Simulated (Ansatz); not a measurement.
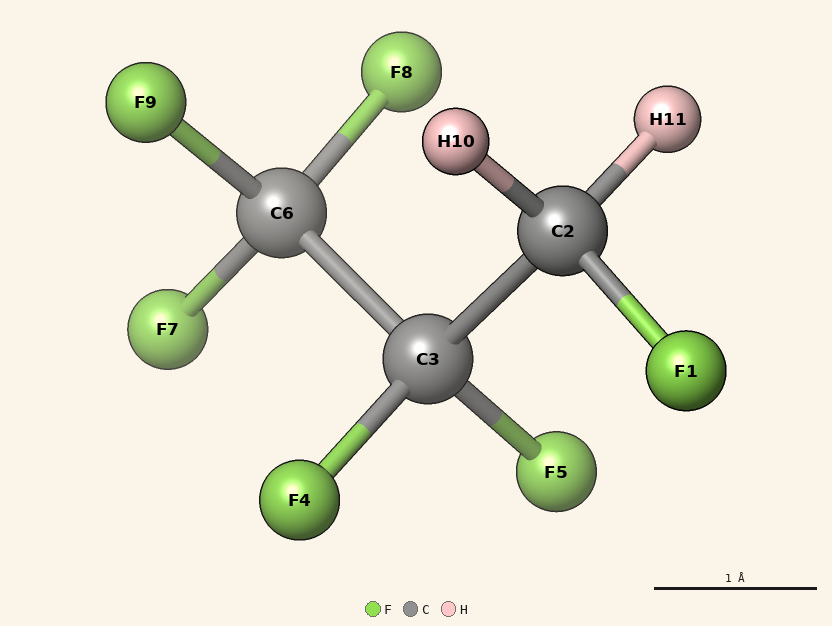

Figure made from data computed with Ansatz.

Orthographic view. Distant atoms are faded towards the background colour. State: charge +1, doublet. Geometry: the geometry of the neutral molecule.

Write a Z-matrix (Å, degrees) in the order of the atom numbers, with these reference atoms: 2 to 1; 3 to 2, 1; 4 to 3, 2, 1; 5 to 3, 4, 2; 6 to 3, 4, 5; 7 to 6, 3, 4; 8 to 6, 7, 3; 9 to 6, 7, 8; 10 to 2, 1, 3; 11 to 2, 10, 1.

```
F  
C    1   1.365
C    2   1.517   1   108.9
F    3   1.346   2   110.5   1    59.5
F    3   1.346   4   108.0   2   120.9
C    3   1.544   4   107.6   5   116.0
F    6   1.322   3   110.9   4   -58.6
F    6   1.333   7   108.8   3   121.1
F    6   1.332   7   108.8   8   117.7
H    2   1.092   1   109.4   3   119.6
H    2   1.092  10   110.2   1  -120.4
```
